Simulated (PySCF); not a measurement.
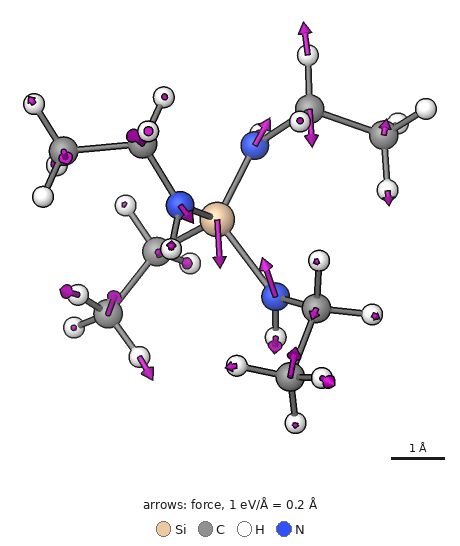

Starting geometry of C8H23N3Si with the computed forces as purple arrows. The picture is a ball-and-stick view, seen at a tilt.

The start comes from GFN2-xTB. Its atoms were then displaced at random by about 0.03 Å.

Method: PySCF, PBE0-D3(BJ)/def2-SVP geometry optimisation, gas phase. 

What follows when this structure is relaxed?

It isn't relaxed: the largest force vector, on a C atom, is 4.82 eV/Å. The final displacements have little in common with the starting forces (cosine between the two patterns 0.22). The largest move after the best rigid fit is that of an H atom, 0.36 Å. Largest moves by element: H 0.36 Å, N 0.15 Å, C 0.14 Å, Si 0.10 Å. Near-neighbour distances that change, for instance: N–Si 1.848 → 1.736 Å, N–Si 1.647 → 1.736 Å, C–H 1.024 → 1.107 Å, C–C 1.599 → 1.521 Å. Bond angles that change, for instance: H–C–H 115.7° → 106.7°, C–C–H 104.3° → 111.5°, H–C–H 114.1° → 107.7°. After 11 geometry steps the energy has fallen by 135.0 kJ/mol. Cost: 6.5 min on 2 threads of Intel(R) Xeon(R) 6975P-C, with other jobs on the host.
